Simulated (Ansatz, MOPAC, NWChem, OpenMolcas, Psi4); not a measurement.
**SiCNClF2 (SMILES N#C[Si](F)(F)Cl): the zero-point energy at each level's own minimum, rung by rung**

SiCNClF2, singlet, SMILES `N#C[Si](F)(F)Cl`. Each level relaxes the structure for itself.

Each level gives the zero-point energy at each level's own minimum (kJ/mol). The values are calculated.

```json
{"level": "MNDO", "kind": "semi-empirical", "program": "MOPAC", "value (kJ/mol)": "47.9"}
{"level": "PM3", "kind": "semi-empirical", "program": "MOPAC", "value (kJ/mol)": "42.2"}
{"level": "PM6", "kind": "semi-empirical", "program": "MOPAC", "value (kJ/mol)": "41.2"}
{"level": "PM6-D3", "kind": "semi-empirical", "program": "MOPAC", "value (kJ/mol)": "41.3"}
{"level": "HF/3-21G", "kind": "Hartree–Fock", "program": "OpenMolcas", "value (kJ/mol)": "48.3"}
{"level": "HF/6-31G* (Cartesian functions)", "kind": "Hartree–Fock", "program": "OpenMolcas", "value (kJ/mol)": "47.9"}
{"level": "PBE-D3(BJ)/def2-SVP (density fitting)", "kind": "GGA", "program": "Psi4", "value (kJ/mol)": "42.4"}
{"level": "BeckeHandH/6-31+G* (spherical functions)", "kind": "density functional", "program": "NWChem", "value (kJ/mol)": "45.4"}
{"level": "PBE0-D4/def2-TZVP", "kind": "global hybrid", "program": "Ansatz", "value (kJ/mol)": "44.3"}
```

Harmonic and unscaled. The values span 41.2 to 48.3 kJ/mol.

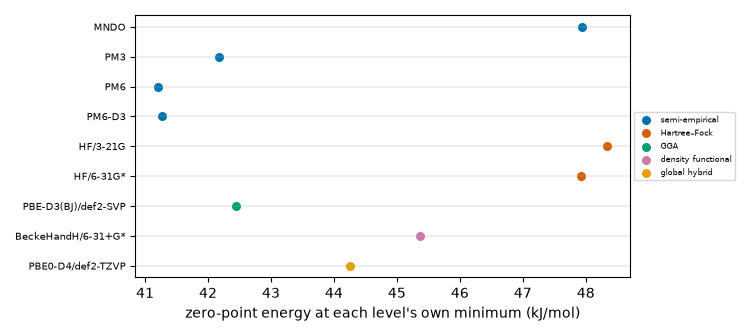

The values of the table, level by level.
